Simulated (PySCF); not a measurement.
```xyz
2

Li    0.0000    0.0000   -1.2378
N     0.0000    0.0000    0.6202
```

The calculation used PBE0/pcseg-2, non-relativistic, at a bond length of 1.858 Å (PySCF).

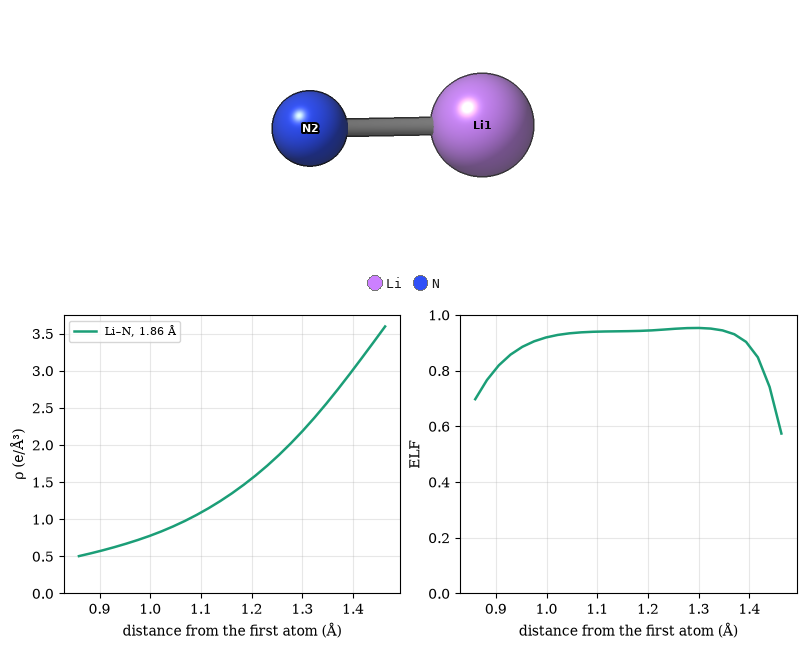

LiN (triplet). Total electron density and ELF along straight lines between neighbouring atoms. The curves leave out the atomic cores. The structure is drawn too.

Q: What can be read from the curves?

A: Li–N (1.86 Å): the density is about 0.62 e/Å³ at the midpoint; the ELF peaks at about 0.95 in the valence shell of N, 0.6 Å from its nucleus, and falls to about 0.20 next to Li; an ionic contact with no shared pair.
